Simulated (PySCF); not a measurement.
# HBS (hydrogen boron sulfide): levels of theory compared

Wanted: a comparison of 6 runs (HF/3-21G, HF/def2-SVP, B3LYP/6-31G*, SVWN5/def2-TZVP, MP2/6-31G**) of HBS (hydrogen boron sulfide). 

Program for the calculation: PySCF 2.14.0.

## (1) The structure to begin with

The species is HBS (3 atoms), meant as a singlet with charge 0. As SMILES, `B=S`. The coordinates come from a PBE0-D4/def2-TZVP relaxation.

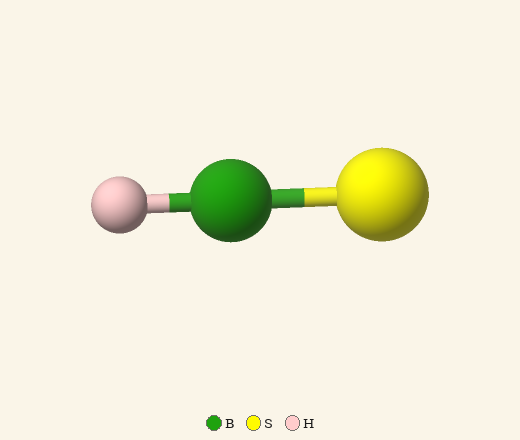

The structure, seen from a chosen angle (boron green, sulfur yellow, hydrogen pink).

## (2) Energy and gradient at HF/3-21G (run 1)

job.py reads:

```python
import pyscf.grad
from pyscf import gto, scf

system = gto.M(
    atom='''
B     -0.073057    -0.027514     0.254641
S      0.754322     0.278999    -2.632937
H     -0.681265    -0.251485     2.378277
''',
    max_memory=1860,
    basis='3-21g',
    spin=0,
    unit='bohr',
    verbose=4,
)

calc0 = scf.RHF(system)
calc0.conv_tol = 1e-10
calc0.kernel()
if not calc0.converged:
    calc0 = calc0.newton().run(calc0.mo_coeff, calc0.mo_occ)

e_tot = calc0.e_tot
print('E(%s) = %.9f' % ('HF', e_tot))
grad = calc0.Gradients().kernel()
dip = calc0.dip_moment()
pop, q = calc0.mulliken_pop()
```

Run with:

```
$ OMP_NUM_THREADS=1 python job.py
```

Log:

```text
PySCF version 2.14.0

[INPUT] num. atoms = 3
[INPUT] num. electrons = 22
[INPUT] charge = 0
[INPUT] spin (= nelec alpha-beta = 2S) = 0
[INPUT] symmetry False subgroup None
[INPUT] Mole.unit = bohr
[INPUT] Symbol           X                Y                Z      unit          X                Y                Z       unit  Magmom
[INPUT]  1 B     -0.038660099498  -0.014559781781   0.134750214166 AA   -0.073057000000  -0.027514000000   0.254641000000 Bohr   0.0
[INPUT]  2 S      0.399170012096   0.147639912669  -1.393290258188 AA    0.754322000000   0.278999000000  -2.632937000000 Bohr   0.0
[INPUT]  3 H     -0.360509912597  -0.133080130888   1.258529989655 AA   -0.681265000000  -0.251485000000   2.378277000000 Bohr   0.0

nuclear repulsion = 31.8010775572594
number of shells = 14
number of NR pGTOs = 45
number of NR cGTOs = 24
basis = 3-21g
ecp = {}

******** <class 'pyscf.scf.hf.RHF'> ********
method = RHF
initial guess = minao
damping factor = 0
level_shift factor = 0
DIIS = <class 'pyscf.scf.diis.CDIIS'>
diis_start_cycle = 1
diis_space = 8
diis_damp = 0
SCF conv_tol = 1e-10
SCF conv_tol_grad = None
SCF max_cycles = 50
direct_scf = True
direct_scf_tol = 1e-13
Set gradient conv threshold to 1e-05
Initial guess from minao.
init E= -420.550337709052
  HOMO = -0.360399229660287  LUMO = 0.0501605427917905  gap/eV = 11.17190
cycle= 1 E= -420.632719903566  delta_E= -0.0824  |g|= 0.377  |ddm|= 1.76
  HOMO = -0.388542123336106  LUMO = 0.0485350355379495  gap/eV = 11.89348
cycle= 2 E= -420.669686910529  delta_E= -0.037  |g|= 0.291  |ddm|= 1.08
  HOMO = -0.412753586176826  LUMO = 0.0815780215169996  gap/eV = 13.45145
cycle= 3 E= -420.696666833145  delta_E= -0.027  |g|= 0.0271  |ddm|= 0.412
  HOMO = -0.410136362580061  LUMO = 0.0894876339364511  gap/eV = 13.59546
cycle= 4 E= -420.697132615025  delta_E= -0.000466  |g|= 0.00419  |ddm|= 0.072
  HOMO = -0.411504277851449  LUMO = 0.0872696148995169  gap/eV = 13.57233
cycle= 5 E= -420.697145320088  delta_E= -1.27e-05  |g|= 0.00135  |ddm|= 0.017
  HOMO = -0.411290350450782  LUMO = 0.0873332013710003  gap/eV = 13.56824
cycle= 6 E= -420.697146754787  delta_E= -1.43e-06  |g|= 0.000417  |ddm|= 0.00791
  HOMO = -0.411359785840882  LUMO = 0.0874021087446184  gap/eV = 13.57200
cycle= 7 E= -420.697146865797  delta_E= -1.11e-07  |g|= 3.44e-05  |ddm|= 0.00244
  HOMO = -0.411353038396934  LUMO = 0.0873955020343324  gap/eV = 13.57164
cycle= 8 E= -420.697146866406  delta_E= -6.09e-10  |g|= 6.64e-06  |ddm|= 7.41e-05
  HOMO = -0.411354973025852  LUMO = 0.0873973430705748  gap/eV = 13.57174
cycle= 9 E= -420.697146866434  delta_E= -2.73e-11  |g|= 5.1e-07  |ddm|= 3.58e-05
  HOMO = -0.411355121148086  LUMO = 0.087397374114888  gap/eV = 13.57175
Extra cycle  E= -420.697146866433  delta_E= 1.14e-13  |g|= 1.8e-07  |ddm|= 2.98e-06
converged SCF energy = -420.697146866433
E(HF) = -420.697146866

******** <class 'pyscf.grad.rhf.Gradients'> for <class 'pyscf.scf.hf.RHF'> ********
unit = Eh/Bohr
--------------- RHF gradients ---------------
         x                y                z
0 B     0.0078156992     0.0028494549    -0.0273101752
1 S    -0.0053032011    -0.0019475198     0.0185206769
2 H    -0.0025124980    -0.0009019351     0.0087894982
----------------------------------------------
Dipole moment(X, Y, Z, Debye): -0.66080, -0.24478,  2.30621
 ** Mulliken pop  **
pop of  0 B 1s            1.98829
pop of  0 B 2s            0.48136
pop of  0 B 3s            0.60906
pop of  0 B 2px           0.24918
pop of  0 B 2py           0.21600
pop of  0 B 2pz           0.67896
pop of  0 B 3px           0.25428
pop of  0 B 3py           0.25630
pop of  0 B 3pz           0.22785
pop of  1 S 1s            1.99863
pop of  1 S 2s            1.96318
pop of  1 S 3s            1.00641
pop of  1 S 4s            0.96062
pop of  1 S 2px           1.96316
pop of  1 S 2py           1.96321
pop of  1 S 2pz           1.96251
pop of  1 S 3px           0.79647
pop of  1 S 3py           0.79392
pop of  1 S 3pz           0.82950
pop of  1 S 4px           0.73976
pop of  1 S 4py           0.77085
pop of  1 S 4pz           0.33676
pop of  2 H 1s            0.44294
pop of  2 H 2s            0.51082
 ** Mulliken atomic charges  **
charge of    0B =      0.03873
charge of    1S =     -0.08497
charge of    2H =      0.04624
```

Run time: 1.2 s. Hardware: 1 thread of AMD EPYC 7R43 (Zen 3), shared host; peak memory 0.11 GiB.

## (3) Energy and forces at HF/def2-SVP (run 2)

mol.xyz reads:

```xyz
3
BHS
B     -0.038660    -0.014560     0.134750
S      0.399170     0.147640    -1.393290
H     -0.360510    -0.133080     1.258530
```

calc.py reads:

```python
from pyscf import gto

mol = gto.Mole()
mol.atom = 'mol.xyz'
mol.max_memory = 1860
mol.verbose = 4
mol.basis = 'def2-svp'
mol.spin = 0
mol.build()

mf = mol.RHF()
mf.conv_tol = 1e-10
mf.kernel()
if not mf.converged:
    mf = mf.newton().run(mf.mo_coeff, mf.mo_occ)

e_final = mf.e_tot
print('E(%s) = %.9f' % ('HF', e_final))
grad = mf.nuc_grad_method().kernel()
mf.analyze()
```

Run with:

```
$ OMP_NUM_THREADS=1 python calc.py
```

Log:

```text
PySCF version 2.14.0

[INPUT] num. atoms = 3
[INPUT] num. electrons = 22
[INPUT] charge = 0
[INPUT] spin (= nelec alpha-beta = 2S) = 0
[INPUT] symmetry False subgroup None
[INPUT] Mole.unit = angstrom
[INPUT] Symbol           X                Y                Z      unit          X                Y                Z       unit  Magmom
[INPUT]  1 B     -0.038660000000  -0.014560000000   0.134750000000 AA   -0.073056811976  -0.027514412374   0.254640595285 Bohr   0.0
[INPUT]  2 S      0.399170000000   0.147640000000  -1.393290000000 AA    0.754321977143   0.278999165031  -2.632936512095 Bohr   0.0
[INPUT]  3 H     -0.360510000000  -0.133080000000   1.258530000000 AA   -0.681265165167  -0.251484752657   2.378277019549 Bohr   0.0

nuclear repulsion = 31.8010848419822
number of shells = 17
number of NR pGTOs = 67
number of NR cGTOs = 37
basis = def2-svp
ecp = {}

[... 51 lines left out ...]
One-electron Energy =                 -646.184480000731355
[... 5 lines left out ...]
MO #1   energy= -91.9092659929444  occ= 2
[... 3 lines left out ...]
MO #5   energy= -6.63231721885773  occ= 2
[... 3 lines left out ...]
MO #9   energy= -0.517692388113926 occ= 2
[... 3 lines left out ...]
MO #13  energy= 0.0952096298973988 occ= 0
[... 3 lines left out ...]
MO #17  energy= 0.453345289077251  occ= 0
[... 3 lines left out ...]
MO #21  energy= 0.783512905701161  occ= 0
[... 3 lines left out ...]
MO #25  energy= 0.899643568430957  occ= 0
[... 3 lines left out ...]
MO #29  energy= 1.28965287158348   occ= 0
[... 3 lines left out ...]
MO #33  energy= 1.55833714862399   occ= 0
[... 3 lines left out ...]
MO #37  energy= 3.1483090918278    occ= 0
[... 4 lines left out ...]
pop of  0 B 3s            0.00849
pop of  0 B 2px           0.54053
pop of  0 B 2py           0.50596
pop of  0 B 2pz           0.98833
pop of  0 B 3px           0.00159
pop of  0 B 3py           0.00022
pop of  0 B 3pz           0.01933
pop of  0 B 3dxy          0.00039
pop of  0 B 3dyz          0.00418
pop of  0 B 3dz^2         0.00527
pop of  0 B 3dxz          0.00438
pop of  0 B 3dx2-y2       0.00039
pop of  1 S 1s            1.99999
pop of  1 S 2s            1.99998
pop of  1 S 3s            1.65490
pop of  1 S 4s            0.01129
pop of  1 S 2px           1.99999
pop of  1 S 2py           1.99999
pop of  1 S 2pz           1.99997
pop of  1 S 3px           1.48071
pop of  1 S 3py           1.48764
pop of  1 S 3pz           1.39085
pop of  1 S 4px           0.00045
pop of  1 S 4py           0.00010
pop of  1 S 4pz           0.00494
pop of  1 S 3dxy          0.00053
pop of  1 S 3dyz          0.00577
pop of  1 S 3dz^2         0.00942
pop of  1 S 3dxz          0.00657
pop of  1 S 3dx2-y2       0.00053
pop of  2 H 1s            0.95022
pop of  2 H 2s            0.01004
pop of  2 H 2px           0.00026
pop of  2 H 2py           0.00004
pop of  2 H 2pz           0.00316
 ** Mulliken atomic charges  **
charge of    0B =      0.01736
charge of    1S =     -0.05364
charge of    2H =      0.03628
Dipole moment(X, Y, Z, Debye): -0.53015, -0.19642,  1.85024
```

Wall time 1.5 s (1 thread of AMD EPYC 7R43 (Zen 3), shared host); peak memory 0.12 GiB.

Runs 3 to 4 aren't shown in full; the table further down has their settings and results.

## (4) Energy and forces at SVWN5/def2-TZVP (run 5)

run.py reads:

```python
from pyscf import gto, dft

mol = gto.Mole()
mol.atom = '''
B     -0.073057    -0.027514     0.254641
S      0.754322     0.278999    -2.632937
H     -0.681265    -0.251485     2.378277
'''
mol.verbose = 4
mol.basis = 'def2-tzvp'
mol.max_memory = 1860
mol.unit = 'bohr'
mol.build()

mf = dft.RKS(mol, xc='svwn')
mf.conv_tol = 1e-10
mf.grids.level = 5
mf.kernel()
if not mf.converged:
    mf = mf.newton().run(mf.mo_coeff, mf.mo_occ)

etot = mf.e_tot
print('E(%s) = %.9f' % ('SVWN5', etot))
grad = mf.nuc_grad_method().kernel()
mf.analyze()
```

Run with:

```
$ OMP_NUM_THREADS=1 python run.py
```

Log:

```text
PySCF version 2.14.0

[INPUT] num. atoms = 3
[INPUT] num. electrons = 22
[INPUT] charge = 0
[INPUT] spin (= nelec alpha-beta = 2S) = 0
[INPUT] symmetry False subgroup None
[INPUT] Mole.unit = bohr
[INPUT] Symbol           X                Y                Z      unit          X                Y                Z       unit  Magmom
[INPUT]  1 B     -0.038660099498  -0.014559781781   0.134750214166 AA   -0.073057000000  -0.027514000000   0.254641000000 Bohr   0.0
[INPUT]  2 S      0.399170012096   0.147639912669  -1.393290258188 AA    0.754322000000   0.278999000000  -2.632937000000 Bohr   0.0
[INPUT]  3 H     -0.360509912597  -0.133080130888   1.258529989655 AA   -0.681265000000  -0.251485000000   2.378277000000 Bohr   0.0

nuclear repulsion = 31.8010775572594
number of shells = 28
number of NR pGTOs = 117
number of NR cGTOs = 74
basis = def2-tzvp
ecp = {}

[... 68 lines left out ...]
One-electron Energy =                 -646.531010434848099
[... 8 lines left out ...]
MO #4   energy= -5.69114656515135  occ= 2
[... 6 lines left out ...]
MO #11  energy= -0.277661012631153 occ= 2
[... 6 lines left out ...]
MO #18  energy= 0.109377033667021  occ= 0
[... 6 lines left out ...]
MO #25  energy= 0.331902847759986  occ= 0
[... 6 lines left out ...]
MO #32  energy= 0.637158619021624  occ= 0
[... 6 lines left out ...]
MO #39  energy= 1.34579279062214   occ= 0
[... 6 lines left out ...]
MO #46  energy= 1.5102848468817    occ= 0
[... 6 lines left out ...]
MO #53  energy= 1.73108029398315   occ= 0
[... 6 lines left out ...]
MO #60  energy= 2.09368131260333   occ= 0
[... 6 lines left out ...]
MO #67  energy= 2.82199910820598   occ= 0
[... 6 lines left out ...]
MO #74  energy= 19.2332758721335   occ= 0
[... 41 lines left out ...]
pop of  1 S 3px           1.42661
pop of  1 S 3py           1.43049
pop of  1 S 3pz           1.37625
pop of  1 S 4px           0.00152
pop of  1 S 4py           0.00129
pop of  1 S 4pz           0.00447
pop of  1 S 5px           0.00021
pop of  1 S 5py           0.00016
pop of  1 S 5pz           0.00086
pop of  1 S 6px           0.00003
pop of  1 S 6py           0.00002
pop of  1 S 6pz           0.00016
pop of  1 S 3dxy          0.00040
pop of  1 S 3dyz          0.00437
pop of  1 S 3dz^2         0.01056
pop of  1 S 3dxz          0.00581
pop of  1 S 3dx2-y2       0.00041
pop of  1 S 4dxy          0.00001
pop of  1 S 4dyz          0.00010
pop of  1 S 4dz^2         0.00003
pop of  1 S 4dxz          0.00008
pop of  1 S 4dx2-y2       0.00001
pop of  1 S 4f-3          0.00000
pop of  1 S 4f-2          0.00006
pop of  1 S 4f-1          0.00024
pop of  1 S 4f+0          0.00069
pop of  1 S 4f+1          0.00049
pop of  1 S 4f+2          0.00006
pop of  1 S 4f+3          0.00000
pop of  2 H 1s            0.91223
pop of  2 H 2s            0.00524
pop of  2 H 3s            0.00171
pop of  2 H 2px           0.00010
pop of  2 H 2py           0.00002
pop of  2 H 2pz           0.00113
 ** Mulliken atomic charges  **
charge of    0B =     -0.12445
charge of    1S =      0.04489
charge of    2H =      0.07956
Dipole moment(X, Y, Z, Debye): -0.32854, -0.12162,  1.14669
```

Wall time 7.2 s (1 thread of AMD EPYC 7R43 (Zen 3), shared host); peak memory 0.36 GiB.

## (5) Energy and forces at MP2/6-31G(d,p) (spherical functions) (run 6)

calc.py reads:

```python
# hydrogen boron sulfide
import pyscf.grad
from pyscf import gto, scf, mp

mol = gto.M(
    atom='''
B   -0.038660  -0.014560   0.134750
S    0.399170   0.147640  -1.393290
H   -0.360510  -0.133080   1.258530
''',
    verbose=3,
    basis='6-31g**',
    charge=0,
    max_memory=1860,
)

myscf = scf.RHF(mol)
myscf.conv_tol = 1e-10
myscf.kernel()
if not myscf.converged:
    myscf = myscf.newton().run(myscf.mo_coeff, myscf.mo_occ)

pt = mp.MP2(myscf, frozen=6).run()
e_final = pt.e_tot
print('E(%s) = %.9f' % ('MP2', e_final))
grad = pt.Gradients().kernel()
myscf.analyze()
```

Run with:

```
$ OMP_NUM_THREADS=1 python calc.py
```

Log:

```text
converged SCF energy = -422.791667906048
E(RMP2) = -422.991856333466  E_corr = -0.2001884274188
E(SCS-RMP2) = -422.99039074703  E_corr = -0.198722840982088
E(MP2) = -422.991856333
--------------- RMP2 gradients ---------------
         x                y                z
0 B     0.0031150633     0.0011186915    -0.0108970945
1 S    -0.0021658858    -0.0007883062     0.0075691393
2 H    -0.0009491775    -0.0003303853     0.0033279552
----------------------------------------------
**** MO energy ****
MO #1   energy= -91.9279878573283  occ= 2
MO #2   energy= -8.94689984171101  occ= 2
MO #3   energy= -7.67541578634292  occ= 2
MO #4   energy= -6.62844767517168  occ= 2
MO #5   energy= -6.6265596589841   occ= 2
MO #6   energy= -6.626559658921    occ= 2
MO #7   energy= -0.971041790883971 occ= 2
MO #8   energy= -0.659002206301421 occ= 2
MO #9   energy= -0.51788433622312  occ= 2
MO #10  energy= -0.401367718011427 occ= 2
MO #11  energy= -0.401367714957059 occ= 2
MO #12  energy= 0.0983864115237876 occ= 0
MO #13  energy= 0.0983864669019805 occ= 0
MO #14  energy= 0.239139982036131  occ= 0
MO #15  energy= 0.306352859666247  occ= 0
MO #16  energy= 0.469991777929694  occ= 0
MO #17  energy= 0.529635069535236  occ= 0
MO #18  energy= 0.529635080893635  occ= 0
MO #19  energy= 0.551271348421209  occ= 0
MO #20  energy= 0.656587150126442  occ= 0
MO #21  energy= 0.656587306688582  occ= 0
MO #22  energy= 0.733183357211019  occ= 0
MO #23  energy= 0.952029765994077  occ= 0
MO #24  energy= 0.989169950154607  occ= 0
MO #25  energy= 0.989170679303633  occ= 0
MO #26  energy= 1.03541649911427   occ= 0
MO #27  energy= 1.03541649911428   occ= 0
MO #28  energy= 1.11695116289162   occ= 0
MO #29  energy= 1.51007246193532   occ= 0
MO #30  energy= 1.51007246193534   occ= 0
MO #31  energy= 1.56790415560775   occ= 0
MO #32  energy= 1.69132761174249   occ= 0
MO #33  energy= 1.69132826234833   occ= 0
MO #34  energy= 2.47957159516694   occ= 0
MO #35  energy= 2.64647471326476   occ= 0
MO #36  energy= 2.64647510991601   occ= 0
MO #37  energy= 3.63879575600125   occ= 0
 ** Mulliken atomic charges  **
charge of    0B =      0.00511
charge of    1S =     -0.06572
charge of    2H =      0.06061
Dipole moment(X, Y, Z, Debye): -0.60286, -0.22347,  2.10389
```

It took 2.7 s on 1 thread of AMD EPYC 7R43 (Zen 3), shared host; peak memory 0.14 GiB.

## (6) All runs side by side

| run | level | integration grid | Cartesian functions | energy (Eh) | dipole moment (D) of the reference | HOMO energy (eV) | LUMO energy (eV) | wall time |
| --- | --- | --- | --- | --- | --- | --- | --- | --- |
| 1 | HF/3-21G | – | no | -420.697147 | 2.41 | -11.19 | 2.38 | 1.2 s |
| 2 | HF/def2-SVP | – | no | -422.666818 | 1.93 | -10.93 | 2.59 | 1.5 s |
| 3 | B3LYP/6-31G* (spherical functions) | 5 | no | -423.650474 | 1.54 | -8.16 | -1.09 | 4.8 s |
| 4 | B3LYP/6-31G* (Cartesian functions) | 5 | yes | -423.653818 | 1.54 | -8.16 | -1.09 | 5.1 s |
| 5 | SVWN5/def2-TZVP | 5 | no | -422.011106 | 1.20 | -7.56 | -2.30 | 7.2 s |
| 6 | MP2/6-31G** (spherical functions) | – | no | -422.991856 | 2.20 | -10.92 | 2.68 | 2.7 s |

## (7) Summary of results

```
                                          quantity          value
                               run 6: total energy  -422.99186 Eh
       run 6: dipole moment (Hartree–Fock density)         2.20 D
        run 6: HOMO energy (Hartree–Fock orbitals)      -10.92 eV
        run 6: LUMO energy (Hartree–Fock orbitals)        2.68 eV
      run 6: HOMO–LUMO gap (Hartree–Fock orbitals)       13.60 eV
run 6: correlation energy (6 core orbitals frozen)     -200.2 mEh
                   run 6: largest force on an atom     0.586 eV/Å
```

In words: Over runs 1, 2, 3, 4, 5 the dipole moment (its size) runs from 1.20 D (SVWN5/def2-TZVP) to 2.41 D (HF/3-21G). The two ends differ in method and basis. Over runs 1, 2, 3, 4, 5 the HOMO–LUMO gap runs from 5.25 eV (SVWN5/def2-TZVP) to 13.57 eV (HF/3-21G). Totals of different functionals can't be ranked against each other. All runs together took 22 s, the longest 7.2 s.
